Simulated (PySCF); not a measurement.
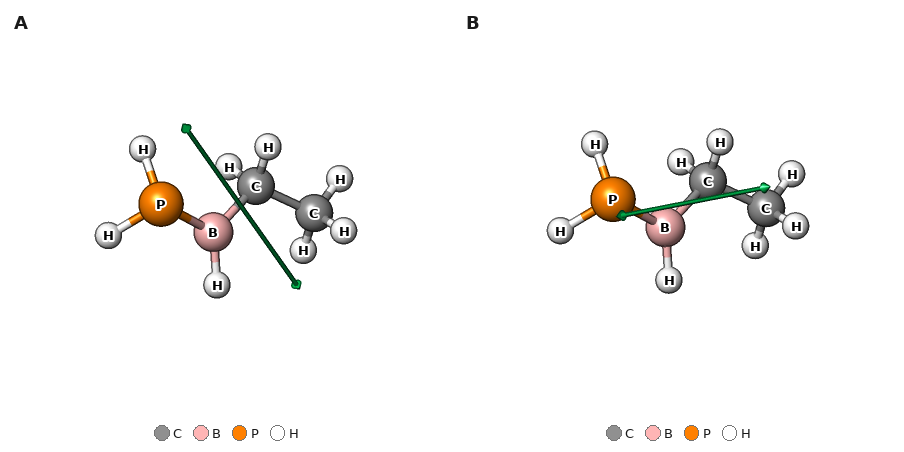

The double arrows show the directions of two transition dipoles from the ground state (lengths mean nothing). The computed structure is the end point of a GFN2-xTB optimisation. No frequency run is at hand to confirm it as a minimum. Properties computed with TDDFT CAM-B3LYP/def2-SVPD, vertical, gas phase, core orbitals frozen in the response (PySCF 2.14.0).

> One belongs to singlet state 4 and one to singlet state 7. Which is which?

A: state 7, 7.94 eV (156 nm), oscillator strength 0.067, of mixed character, with the largest part HOMO → LUMO+2 (weight 0.28).
B: state 4, 6.74 eV (184 nm), oscillator strength 0.053, mainly HOMO → LUMO+1 (weight 0.76).

The geometry is semi-empirical. Around B, P such bond lengths and angles can be off by a tenth of an ångström or more and by several degrees, and values that hang on the shape move with them.
